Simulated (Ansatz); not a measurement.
## Grüneisen parameters and expansion of ReS (hypothetical, F-43m)

Wanted: mode Grüneisen parameters of ReS (hypothetical) and a free-energy fit over volumes. The crystal structure is hypothetical: it was made by swapping elements on a known structure type.

Method: DFT PBEsol, scalar-relativistic, plane waves, PAW, in Ansatz 0.2.0.

### Step 1. The starting structure

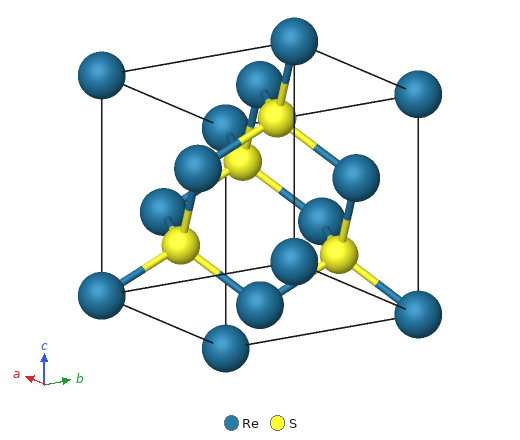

The starting structure, seen from a free direction (rhenium blue, sulfur yellow). This picture shows the conventional cell, with its axes. Bonds to atoms that aren't drawn are left out. Some periodic images of atoms are drawn too.

### Step 2. Probe on a coarse mesh

Before spending time, one coarse run tells the gap and the pressure of the starting cell.

input.yaml reads:

```yaml
crystal:
  lattice:
    - [0.0, 2.93757, 2.93757]
    - [2.93757, 0.0, 2.93757]
    - [2.93757, 2.93757, 0.0]
  atoms:
    - { symbol: Re, position: [0.0, 0.0, 0.0] }
    - { symbol: S, position: [0.25, 0.25, 0.25] }
kpoints:
  mp_grid: { grid: [6, 6, 6] }
hamiltonian:
  xc: pbesol
scf:
  occupations: { method: gaussian, width: 0.1 }
output:
  forces: true
  stress: true
  eigenvalues: true
```

Command:

```sh
$ ansatz run input.yaml --threads 4 --pin off --max-ram 8192MiB --backend cpu --events-out ev --progress --plain --runs-dir out
```

Numbers of over 12 decimals in the logs are rounded to 6 here.

The log of the run:

```text
Engine: ansatz 0.2.0, aarch64-unknown-linux-gnu
Pseudopotentials: kind: paw
Pseudopotential: Re, paw, valence charge 15, recommended cutoff 420 eV (normal), Re.paw.azcp
Pseudopotential: S, paw, valence charge 6, recommended cutoff 420 eV (normal), S.paw.azcp
Functional definition: PBEsol
  exchange = pbesol_x
  correlation = pbesol_c
Crystal: 2 atoms, lattice volume = 50.698 Å³
Basis set: ecut = 420 eV, 965 PW (Γ), exchange–correlation on 60×60×60 points (8 copies of the dense FFT grid, shifted against one another)
Bands: 15, of which v1, the nominal top of the filled ones, is band 11 counted from 1 (10 counted from 0)
Symmetry: 24 space group operations
Space group: F-43m (ITA 216), of the structure as read, at distance tolerance 3.7e-5 Å
k-points: 16 of 216 (time reversal used)
Non-local potential: Re, projectors of the file, l = 0: 3, l = 1: 2, l = 2: 2, l = 3: 1
Non-local potential: S, projectors of the file, l = 0: 2, l = 1: 2, l = 2: 2
PAW form: soft (Blöchl's): semilocal exchange-correlation on the pseudo side does not see the compensation charge
PAW frozen core: Re, regenerated for the run's functional, and the local potential with it (the file was generated under x = pbe(κ = 0.804, μ = 0.219515), c = pbe(β = 0.066725))
PAW frozen core: S, regenerated for the run's functional, and the local potential with it (the file was generated under x = pbe(κ = 0.804, μ = 0.219515), c = pbe(β = 0.066725))
PAW one-centre angular grid: Re, 590 points (default); XC on 64 Gauss nodes
PAW one-centre angular grid: S, 110 points (default); XC on 64 Gauss nodes
Initial density: superposition of atomic densities (neutral atoms: chi_scale 0, normalization atom), corrected by the library's trained network
Initial wavefunctions: pseudopotential atomic-orbital guess
Functional: x = pbesol(κ = 0.804, μ = 0.123457), c = pbesol(β = 0.046)
SCF iter   1: F=—  HF=-11619.455462 eV  |F-HF|=—  |Δ(HF+E_count)|=         —  Δρ=7.10e-3  dr2=4.18e-2  ethr=1.77e-3  ⟨swp⟩=5.1  Hψ=1245  notcnv=0
preconditioner: auto → LDOS  [metal: Δε(μ)=0.051 eV  Ē_g=7.311 eV  σ=0.100 eV  W_gap=0.27  n_scr=14 (ndim 8)  ℏωp=18.8 eV  f_vac=0.019  D(μ)=3.36/eV (n_scr^D=26)  β→1.0]
SCF iter   2: F=—  HF=-11619.448364 eV  |F-HF|=—  |Δ(HF+E_count)|=   7.10e-3  Δρ=3.33e-3  dr2=5.75e-3  ethr=1.99e-4  ⟨swp⟩=2.0  Hψ=504  notcnv=0  defer=5
SCF iter   3: F=—  HF=-11619.446928 eV  |F-HF|=—  |Δ(HF+E_count)|=   1.44e-3  Δρ=5.48e-4  dr2=2.95e-4  ethr=2.74e-5  ⟨swp⟩=2.0  Hψ=302  notcnv=0  defer=5
SCF iter   4: F=—  HF=-11619.446882 eV  |F-HF|=—  |Δ(HF+E_count)|=   4.68e-5  Δρ=9.63e-5  dr2=6.99e-6  ethr=1.40e-6  ⟨swp⟩=2.0  Hψ=285  notcnv=0  defer=5
SCF iter   5: F=—  HF=-11619.446882 eV  |F-HF|=—  |Δ(HF+E_count)|=   1.22e-7  Δρ=1.16e-5  dr2=7.77e-8  ethr=3.33e-8  ⟨swp⟩=2.1  Hψ=300  notcnv=0  defer=5
SCF iter   6: F=-11619.446882 eV  HF=-11619.446882 eV  |F-HF|=1.05e-8  |Δ(HF+E_count)|=   4.81e-8  Δρ=4.61e-6  dr2=1.66e-8  ethr=3.70e-10  ⟨swp⟩=3.5  Hψ=972  notcnv=0
SCF 1 converged in 6 iterations: F = -11619.446882 eV  dr2 = 1.66e-8
  greatest PAW one-centre occupation: 0.999 electrons in one spin orbital (limit 2), on the Re atom at site 0 (counted from 0), in its partial waves of l = 0
SCF converged after 6 iterations
Free energy (F): -11619.446882 eV
Harris-Foulkes:  -11619.446882 eV  (|F-HF|=1.05e-8)
Internal energy: -11619.429540 eV  (E = F + TS)
E sigma→0 (E₀):  -11619.438211 eV
Entropy (-TS):   -0.017342 eV (-8.671 meV/atom)
Fermi energy:    8.210065 eV
--- Per-component energies (eV) ---
  E_band       = -295.075962
  E_kinetic    = 633.350454
  E_local      = -1697.081887  (includes V_loc(G=0)·N_el)
  E_nonlocal   = 83.757212
  E_hartree    = 607.742185
  E_xc         = -488.386036
  E_vxc        = -380.065048  (∫ρ·V_xc dr)
  E_paw        = -9115.751016  (= ΣΔE_a)
  E_vpaw       = -150.526421  (= ΣTr[D̂ρ^β])
  E_aug_tail   = -0.000080  (compensation charges beyond the density's cutoff)
  E_ewald      = -1643.355583
  E_core_change = 0.295211  (= ΣΔE_core)
  E_smearing   = -0.017342  (= −TS)
  E_closure    = -0.000000  (closes the sum)
  Σ components = -11619.446882   (vs F -11619.446882, Δ=0.00e0)
--- Forces (eV/Å), atoms counted from 1 ---
  atom   1  Re    -0.00000000     0.00000000    -0.00000000
  atom   2  S     -0.00000000     0.00000000    -0.00000000
  max |Σ_I F_I| component: 1.92e-16 eV/Å
--- Stress (GPa, compression-positive) ---
      -29.976171      -0.000000       0.000000
        0.000000     -29.976171      -0.000000
        0.000000      -0.000000     -29.976171
  P = ⅓ Tr σ = -29.9762 GPa (-299.762 kbar)
--- Band table (eV; the first three rows and the last of 16) ---
  k-point 0: bands = [... 7 lower, 3.5729, 7.6213, 7.6213, 8.3046, 11.2022, 11.2022, 11.2022, 14.8751]
  k-point 1: bands = [... 7 lower, 3.6543, 7.5718, 7.5718, 9.0438, 10.4417, 10.9826, 10.9826, 14.1202]
  k-point 2: bands = [... 7 lower, 3.8009, 7.6646, 7.6646, 8.6035, 10.2748, 10.2748, 10.5400, 14.0680]
  k-point 15: bands = [... 7 lower, 4.3056, 6.8885, 7.4138, 8.1433, 8.7803, 9.4925, 13.5223, 13.8946]
```

Run time: 0.97 s. Hardware: 4 threads of Arm Neoverse V1, shared host; peak memory 0.28 GiB.

Reading the cycles: dr2 is the Hartree energy of the density residual (eV), the measure of convergence; HF is the Harris–Foulkes estimate of the energy, which meets the free energy F at convergence.

This run has no spin polarisation although its electron count is odd.

This step gave:

```
pressure          : -29.98 GPa
volume per atom   : 25.35 Å³
gap on the k-mesh : 0 eV
```

The start is under -30 GPa at this level and looks like a metal on this mesh.

### Step 3. A loose first relaxation

The start is far from rest, so a relaxation with loose thresholds first brings it near the minimum.

Edit input.yaml of step 2 so:

```diff
@@ -18 +18,6 @@
   eigenvalues: true
+relax:
+  adjacent_minimum: "off"
+  f_tol: 0.05
+  max_steps: 80
+  cell: { stress_tol: 0.5 }
```

The log of the run:

```text
[...]
Crystal: 2 atoms, lattice volume = 50.698 Å³
Basis set: ecut = 420 eV, 965 PW (Γ), exchange–correlation on 60×60×60 points (8 copies of the dense FFT grid, shifted against one another)
Bands: 15, of which v1, the nominal top of the filled ones, is band 11 counted from 1 (10 counted from 0)
Symmetry: 24 space group operations
[...]
k-points: 16 of 216 (time reversal used)
[...]
SCF iter   1: F=—  HF=-11619.455462 eV  |F-HF|=—  |Δ(HF+E_count)|=         —  Δρ=7.10e-3  dr2=4.18e-2  ethr=1.77e-3  ⟨swp⟩=5.1  Hψ=1245  notcnv=0
[...]
SCF iter   6: F=-11619.446882 eV  HF=-11619.446882 eV  |F-HF|=1.05e-8  |Δ(HF+E_count)|=   4.80e-8  Δρ=4.61e-6  dr2=1.66e-8  ethr=3.70e-10  ⟨swp⟩=3.6  Hψ=971  notcnv=0
SCF 1 converged in 6 iterations: F = -11619.446882 eV  dr2 = 1.66e-8
[...]
relax step   1: F+E_penalty+E_count = -11619.44688184 eV  Δ(F+E_penalty+E_count) = +0.000e0 eV  max|allowed force component| = 5.782e-17 eV/Å  Δτ_max = 0.0000 Å  P = -29.976 GPa  Ω = 50.698 Å³  (6 SCF iters, dr2 threshold 1.00e-7 eV, accepted)
Crystal: 2 atoms, lattice volume = 43.639 Å³
Basis set: ecut = 420 eV, 869 PW (Γ), exchange–correlation on 60×60×60 points (8 copies of the dense FFT grid, shifted against one another)
[...]
iter 1 solved again at ethr=1.01e-4 eV; its pass at ethr=3.10e-3 eV (dr2=2.12e-2 eV) is discarded
[...]
SCF iter   7: F=-11620.711552 eV  HF=-11620.711552 eV  |F-HF|=2.90e-9  |Δ(HF+E_count)|=   1.65e-7  Δρ=6.19e-6  dr2=3.03e-8  ethr=9.52e-10  ⟨swp⟩=4.9  Hψ=976  notcnv=0
SCF 2 converged in 7 iterations: F = -11620.711552 eV  dr2 = 3.03e-8
relax step   2: F+E_penalty+E_count = -11620.71155236 eV  Δ(F+E_penalty+E_count) = -1.265e0 eV  max|allowed force component| = 7.864e-17 eV/Å  Δτ_max = 0.0000 Å  P = -26.088 GPa  Ω = 43.639 Å³  energy of the carried Pulay correction = +1.568e-3 eV  (7 SCF iters, dr2 threshold 2.00e-7 eV, accepted)
Crystal: 2 atoms, lattice volume = 37.268 Å³
Basis set: ecut = 420 eV, 725 PW (Γ), exchange–correlation on 60×60×60 points (8 copies of the dense FFT grid, shifted against one another)
[...]
SCF iter   6: F=-11621.515292 eV  HF=-11621.515292 eV  |F-HF|=8.00e-11  |Δ(HF+E_count)|=   2.09e-8  Δρ=1.20e-6  dr2=2.11e-10  ethr=2.47e-10  ⟨swp⟩=2.2  Hψ=803  notcnv=0
SCF 3 converged in 6 iterations: F = -11621.515292 eV  dr2 = 2.11e-10
relax step   3: F+E_penalty+E_count = -11621.51529197 eV  Δ(F+E_penalty+E_count) = -8.037e-1 eV  max|allowed force component| = 7.864e-17 eV/Å  Δτ_max = 0.0000 Å  P = -11.561 GPa  Ω = 37.268 Å³  energy of the carried Pulay correction = +3.200e-3 eV  (6 SCF iters, dr2 threshold 2.00e-7 eV, accepted)
[...]
relax step   4: F+E_penalty+E_count = -11621.57649575 eV  Δ(F+E_penalty+E_count) = -6.120e-2 eV  max|allowed force component| = 3.007e-17 eV/Å  Δτ_max = 0.0000 Å  P = +8.669 GPa  Ω = 33.402 Å³  energy of the carried Pulay correction = +4.311e-3 eV  (6 SCF iters, dr2 threshold 2.00e-7 eV, accepted)
[...]
relax step   5: F+E_penalty+E_count = -11621.61190167 eV  Δ(F+E_penalty+E_count) = -3.541e-2 eV  max|allowed force component| = 7.286e-17 eV/Å  Δτ_max = 0.0000 Å  P = -0.143 GPa  Ω = 34.802 Å³  energy of the carried Pulay correction = +3.897e-3 eV  (6 SCF iters, dr2 threshold 2.00e-7 eV, accepted)
Basis set: ecut = 420 eV, 701 PW (Γ), exchange–correlation on 50×50×50 points (8 copies of the dense FFT grid, shifted against one another)
[...]
SCF iter   6: F=-11621.609184 eV  HF=-11621.609184 eV  |F-HF|=3.64e-12  |Δ(HF+E_count)|=  1.82e-12  Δρ=6.45e-8  dr2=8.59e-13  ethr=1.00e-12  ⟨swp⟩=2.0  Hψ=700  notcnv=0
SCF 6 converged in 6 iterations: F = -11621.609184 eV  dr2 = 8.59e-13
relax step   6: F+E_penalty+E_count = -11621.60918397 eV  Δ(F+E_penalty+E_count) = +2.718e-3 eV  max|allowed force component| = 6.129e-17 eV/Å  Δτ_max = 0.0000 Å  P = -0.175 GPa  Ω = 34.802 Å³  stress off target by 1.75e-1 GPa  SCF on the basis re-selected at this cell (its energy is not comparable with the rows above)  (6 SCF iters)
basis re-selected at this cell: Δ(F+E_penalty+E_count) = +2.718e-3 eV, ΔP = -0.032 GPa vs the last step (what re-selecting the basis moved, of the pressure what is left beyond the Pulay correction that the steps carried, after the strain that the cell walked since its last selection, with what the two solves' SCF thresholds leave and, on support functions, any second-order correction that the steps lacked; it is no measure of the basis error at this ecutwfc). The dense FFT grid was sized anew with the basis: this SCF ran on 25×25×25 points, the steps before it on 30×30×30, so part of this shift can come from that change (see relax.cell in the input reference). [rest of the remark cut]
SCF converged after 6 iterations
Free energy (F): -11621.609184 eV
[...]
Internal energy: -11621.597012 eV  (E = F + TS)
E sigma→0 (E₀):  -11621.603098 eV
Entropy (-TS):   -0.012172 eV (-6.086 meV/atom)
Fermi energy:    14.009679 eV
[...]
--- Stress (GPa, compression-positive) ---
       -0.175214       0.000000       0.000000
        0.000000      -0.175214      -0.000000
        0.000000       0.000000      -0.175214
  P = ⅓ Tr σ = -0.1752 GPa (-1.752 kbar)
--- Band table (eV; the first three rows and the last of 16) ---
  k-point 0: bands = [... 7 lower, 7.7026, 12.8527, 12.8527, 15.3302, 18.9771, 18.9771, 18.9771, 22.3731]
  k-point 1: bands = [... 7 lower, 7.8588, 12.7411, 12.7411, 16.2798, 17.8547, 18.8911, 18.8911, 21.0074]
  k-point 2: bands = [... 7 lower, 8.1228, 12.9356, 12.9356, 14.7874, 17.5791, 17.5791, 18.0017, 21.2277]
  k-point 15: bands = [... 7 lower, 9.3280, 11.3937, 12.6843, 14.0017, 15.1323, 16.4244, 21.9268, 22.3010]
--- Relaxed structure (5 steps of the walk, 5 accepted, 1 SCFs on fresh bases) ---
  F+E_penalty+E_count = -11621.60918397 eV   max|allowed force component| = 6.129e-17 eV/Å   (the final SCF, on the basis selected at the relaxed cell)
  cell:  # Å, volume = 34.8022 Å³
    - [0, 2.591347, 2.591347]
    - [2.591347, 0, 2.591347]
    - [2.591347, 2.591347, 0]
  atoms:
    - { symbol: Re, position: [0, 0, 0] }
    - { symbol: S, position: [0.25, 0.25, 0.25] }
```

Wall time 2.8 s (4 threads); peak memory 0.29 GiB; 8.7 s of CPU time.

The steps of the relaxation:

```
step  energy less that of the first step (eV)  largest force component (eV/Å)  pressure (GPa)  volume (Å³)
   1                                   0.0000                          0.0000          -29.98        50.70
   2                                  -1.2647                          0.0000          -26.09        43.64
   3                                  -2.0684                          0.0000          -11.56        37.27
   4                                  -2.1296                          0.0000            8.67        33.40
   5                                  -2.1650                          0.0000           -0.14        34.80
  6*                                  -2.1623                          0.0000           -0.18        34.80
```

Relaxation steps marked * repeat the geometry before them on a plane-wave basis chosen anew for their cell, so energy and pressure can jump there.

The run keeps the 24 symmetry operations that it works with, so distortions that break them were not tested.

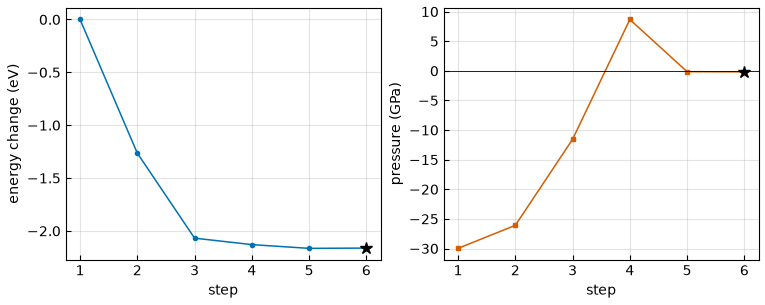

Energy and pressure along the relaxation. Stars mark steps on a basis chosen anew.

```
conventional cell, symmetrised  before  after   change
                         a (Å)   5.875  5.183  -11.8 %
                         b (Å)   5.875  5.183  -11.8 %
                         c (Å)   5.875  5.183  -11.8 %
              volume (Å³/atom)   25.35  17.40  -31.4 %
```

Final coordinates:

```
Re S
1.0
     0.00000    2.59135    2.59135
     2.59135    0.00000    2.59135
     2.59135    2.59135    0.00000
Re S
1 1
Direct
  0.00000 0.00000 0.00000
  0.25000 0.25000 0.25000
```

Numbers from this step:

| Property | Result |
| --- | --- |
| pressure | -0.1752 GPa |
| volume per atom | 17.40 Å³ |

The relaxation ends with a pressure of -0.18 GPa.

### Step 4. Finding the static equilibrium

Phonons are second derivatives about a minimum, so cell and atoms are relaxed first, inside the symmetry of the start.

input.yaml, the sections that differ from step 3:

```yaml
crystal:
  lattice:
    - [0.0, 2.5913473032, 2.5913473032]
    - [2.5913473032, 0.0, 2.5913473032]
    - [2.5913473032, 2.5913473032, 0.0]
  atoms:
    - { symbol: Re, position: [0.0, 0.0, 0.0] }
    - { symbol: S, position: [0.25, 0.25, 0.25] }
kpoints:
  mp_grid: { grid: [14, 14, 14] }
relax:
  adjacent_minimum: "off"
  f_tol: 0.005
  max_steps: 80
  cell: { stress_tol: 0.05 }
# hamiltonian, scf, output: as in step 3
```

The log of the run:

```text
[...]
Crystal: 2 atoms, lattice volume = 34.802 Å³
Basis set: ecut = 420 eV, 701 PW (Γ), exchange–correlation on 50×50×50 points (8 copies of the dense FFT grid, shifted against one another)
Bands: 15, of which v1, the nominal top of the filled ones, is band 11 counted from 1 (10 counted from 0)
Symmetry: 24 space group operations
[...]
k-points: 104 of 2744 (time reversal used)
[...]
k-point 103: bands = [... 7 lower, 9.3221, 11.3427, 12.5985, 13.9976, 15.2524, 16.7678, 21.8752, 22.2032]
--- Relaxed structure (2 steps of the walk, 2 accepted, 1 SCFs on fresh bases) ---
[...]
cell:  # Å, volume = 34.8346 Å³
    - [0, 2.592152, 2.592152]
    - [2.592152, 0, 2.592152]
    - [2.592152, 2.592152, 0]
  atoms:
    - { symbol: Re, position: [0, 0, 0] }
    - { symbol: S, position: [0.25, 0.25, 0.25] }
[key lines of the parts left out:]
SCF converged after 5 iterations
Free energy (F): -11621.564817 eV
Fermi energy:    14.037461 eV
P = ⅓ Tr σ = -0.0155 GPa (-0.155 kbar)
```

It took 4.8 s on 4 threads; peak memory 0.36 GiB; 18 s of CPU time.

Little changed from the start: no atom moved by 0.005 Å and no cell edge by 0.1 %.

This step gave:

| Item | Value |
| --- | --- |
| pressure | -0.01547 GPa |
| volume per atom | 17.42 Å³ |

### Step 5. Relaxing to small residual forces and stress

The thresholds are tightened for a last relaxation ahead of the phonons, and where mesh or smearing change with them the cell follows.

input.yaml reads:

```yaml
crystal:
  lattice:
    - [0.0, 2.5921516541, 2.5921516541]
    - [2.5921516541, 0.0, 2.5921516541]
    - [2.5921516541, 2.5921516541, 0.0]
  atoms:
    - { symbol: Re, position: [0.0, 0.0, 0.0] }
    - { symbol: S, position: [0.25, 0.25, 0.25] }
kpoints:
  mp_grid: { grid: [16, 16, 16] }
hamiltonian:
  xc: pbesol
scf:
  occupations: { method: methfessel_paxton, width: 0.15 }
output:
  forces: true
  stress: true
  eigenvalues: true
relax:
  adjacent_minimum: "off"
  f_tol: 0.001
  max_steps: 60
  cell: { stress_tol: 0.01 }
```

The log of the run:

```text
[...]
Crystal: 2 atoms, lattice volume = 34.835 Å³
Basis set: ecut = 420 eV, 701 PW (Γ), exchange–correlation on 50×50×50 points (8 copies of the dense FFT grid, shifted against one another)
Bands: 15, of which v1, the nominal top of the filled ones, is band 11 counted from 1 (10 counted from 0)
Symmetry: 24 space group operations
[...]
k-points: 145 of 4096 (time reversal used)
[...]
k-point 144: bands = [... 7 lower, 9.3293, 11.3372, 12.5869, 14.0042, 15.2916, 16.8616, 21.8765, 22.1915]
--- Relaxed structure (2 steps of the walk, 2 accepted, 1 SCFs on fresh bases) ---
[...]
cell:  # Å, volume = 34.8238 Å³
    - [0, 2.591883, 2.591883]
    - [2.591883, 0, 2.591883]
    - [2.591883, 2.591883, 0]
  atoms:
    - { symbol: Re, position: [0, 0, 0] }
    - { symbol: S, position: [0.25, 0.25, 0.25] }
[key lines of the parts left out:]
SCF converged after 7 iterations
Free energy (F): -11621.560308 eV
Fermi energy:    14.043422 eV
P = ⅓ Tr σ = 0.0056 GPa (0.056 kbar)
```

Run time: 6.5 s. Hardware: 4 threads; peak memory 0.39 GiB; 24 s of CPU time.

Little changed from the start: no atom moved by 0.005 Å and no cell edge by 0.1 %.

Numbers from this step:

| Quantity | Value |
| --- | --- |
| pressure | 0.005589 GPa |
| volume per atom | 17.41 Å³ |

The residual pressure is 0.0056 GPa, small enough for phonons.

[end of part 1 of 3]

[Logs are printed without paths, hosts, clocks, repeated set-up lines and the standing remarks that a program may print on its own settings, such as how far it seeks lower states.]

[Hosts, paths, dates, database ids (printed as entryN), source tags and the programs' standing remarks are cut or masked in the printed files.]

[A step with changed settings may run another functional than the one named; its input shows which.]

[Of the runs on displaced cells, only some may be shown.]
